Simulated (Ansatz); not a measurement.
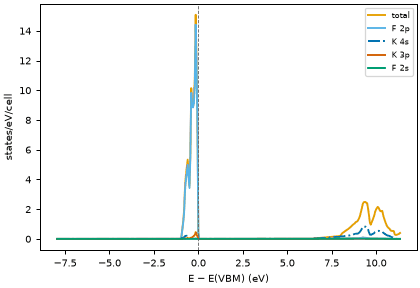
Total and projected density of states of KF (rock salt, space group No. 225), the program Ansatz at the LDA level (PAW)

Q: Which orbitals carry the states next to the gap?

A: Top 1 eV of the valence band: F 2p 96 %. Bottom 1 eV of the conduction band: K 4s 77 %, F 2s 12 %. Projections are on Löwdin-orthogonalised atomic valence shells; empty p or d shells of many metals are not among them.

Space group Fm-3m (rock salt). Symmetry was held in the LDA relaxation; phonons on a q-mesh show no instability.

Potentials: the later of the program's two PAW sets.
